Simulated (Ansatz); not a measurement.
# [B2H4]− (SMILES B[BH2-]): UMP2/STO-3G

What is the vertical doublet–quartet gap of [B2H4]− at UMP2/STO-3G? 

The calculation is run with Ansatz 0.2.0.

## Step 1: The molecule

The species is [B2H4]− (6 atoms), meant as a doublet with charge -1. As SMILES, `B[BH2-]`. The shape is that of a GFN2-xTB optimisation. This is one conformer, not always the lowest.

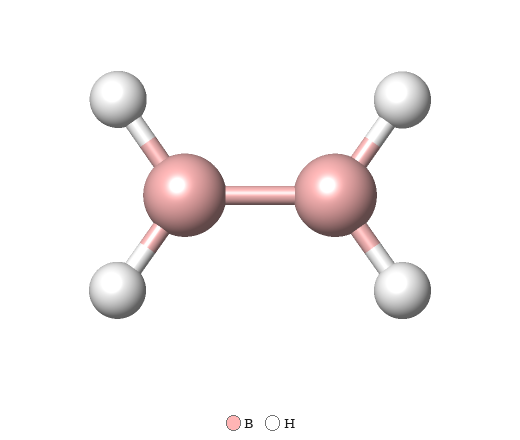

Viewed from a chosen angle; boron pink, hydrogen white.

## Step 2: A single-point energy at UMP2/STO-3G

The input, job.yaml:

```yaml
crystal:
  periodic: [false, false, false]
  atoms:
    - {symbol: B, position_ang: [-0.171550, -0.771400, -0.025300]}
    - {symbol: B, position_ang: [0.169320, 0.773700, 0.027330]}
    - {symbol: H, position_ang: [-0.580440, -1.438850, 0.921010]}
    - {symbol: H, position_ang: [-0.069910, -1.485390, -1.020680]}
    - {symbol: H, position_ang: [0.575700, 1.435470, -0.925390]}
    - {symbol: H, position_ang: [0.076890, 1.486470, 1.023030]}
basis:
  gaussian:
    orbitals: STO-3G
total_charge: -1
magnetization:
  spin_polarized: true
  initial_magnetization: 1
correlation:
  method: mp2
  frozen_orbitals: {B: 1, H: 0}
accuracy: high
```

Run with:

```console
$ ansatz run job.yaml --threads 1 --pin off --max-ram 2610MiB --events-out events.jsonl --progress --plain --runs-dir runs
```

The log of the run:

```text
Warning: RAYON_NUM_THREADS=1 ignored (pool sized by the plan → 1); use --threads N
Functional definition: HF
  name "HF"
  exchange = exact_x
  correlation = 0
229 factors; integrals over basis functions are off by at most 1.0e-8 eV
mean field evaluation 1: about -1382.9216 eV, gradient 1.0e1 eV
mean field evaluation 2: about -1382.9520 eV, gradient 1.0e1 eV
mean field evaluation 4: about -1384.0064 eV, gradient 4.2e-1 eV
mean field evaluation 8: about -1384.0087 eV, gradient 7.4e-7 eV
mean field -1384.00871800 eV, -50.8613822718 hartree, gradient 5.7e-8 eV, S^2 0.754177; 0 other end points of the search recorded, 0 dependent functions left out
2 core orbitals not correlated: weight in the atoms' cores, before any rotation towards them, 1.000 or more for the frozen orbitals, at most 0.000 for the correlated occupied ones
reference -1384.00871800 eV, -50.8613822718 hartree; 6, 5 occupied and 6, 7 virtual orbitals, 229 factors
second order -1.99257310 eV of doubles, -0.00000000 eV of singles
Total energy: -1386.00129111 eV, -50.9346079827 hartree
```

Wall time 0.06 s (1 thread of Arm Neoverse V2, shared host).

## Step 3: The quartet

The input, in.yaml:

```yaml
crystal:
  periodic: [false, false, false]
  atoms:
    - {symbol: B, position_ang: [-0.171550, -0.771400, -0.025300]}
    - {symbol: B, position_ang: [0.169320, 0.773700, 0.027330]}
    - {symbol: H, position_ang: [-0.580440, -1.438850, 0.921010]}
    - {symbol: H, position_ang: [-0.069910, -1.485390, -1.020680]}
    - {symbol: H, position_ang: [0.575700, 1.435470, -0.925390]}
    - {symbol: H, position_ang: [0.076890, 1.486470, 1.023030]}
basis:
  gaussian:
    orbitals: STO-3G
total_charge: -1
magnetization:
  spin_polarized: true
  initial_magnetization: 3
correlation:
  method: mp2
  frozen_orbitals: {B: 1, H: 0}
accuracy: high
```

Run with:

```console
$ ansatz run in.yaml --threads 1 --pin off --max-ram 2610MiB --events-out events.jsonl --progress --plain --runs-dir runs
```

The log of the run:

```text
Warning: RAYON_NUM_THREADS=1 ignored (pool sized by the plan → 1); use --threads N
[... 4 set-up lines as earlier in the session ...]
230 factors; integrals over basis functions are off by at most 1.0e-8 eV
mean field evaluation 1: about -1375.8496 eV, gradient 1.0e1 eV
mean field evaluation 2: about -1375.9025 eV, gradient 1.0e1 eV
mean field evaluation 4: about -1377.3670 eV, gradient 1.5e0 eV
mean field evaluation 8: about -1377.4295 eV, gradient 1.4e-2 eV
mean field -1377.42948865 eV, -50.6196000528 hartree, gradient 2.0e-8 eV, S^2 3.771513; 0 other end points of the search recorded, 0 dependent functions left out
2 core orbitals not correlated: weight in the atoms' cores, before any rotation towards them, 1.000 or more for the frozen orbitals, at most 0.000 for the correlated occupied ones
reference -1377.42948865 eV, -50.6196000528 hartree; 7, 4 occupied and 5, 8 virtual orbitals, 230 factors
second order -1.45742125 eV of doubles, -0.00000000 eV of singles
Total energy: -1378.88690990 eV, -50.6731592957 hartree
```

Wall time 0.06 s (1 thread of Arm Neoverse V2, shared host).

## Step 4: What came out

Level: UMP2/STO-3G, 2 core orbitals frozen.

| quantity | value |
| --- | --- |
| doublet: total energy | -50.93461 Eh |
| doublet: correlation energy (2 core orbitals frozen) | -73.2 mEh |
| doublet: ⟨S²⟩ of the reference determinant | 0.754 |
| quartet: total energy | -50.67316 Eh |
| quartet: correlation energy (2 core orbitals frozen) | -53.6 mEh |
| quartet: ⟨S²⟩ of the reference determinant | 3.772 |
| vertical energy of the quartet above the doublet | 7.114 eV |

In words: At this shape the quartet lies 7.11 eV (686 kJ/mol) above the doublet. For an anion a state so high probably lies above electron detachment. In a minimal basis such a difference can be off by several eV, whatever the method.
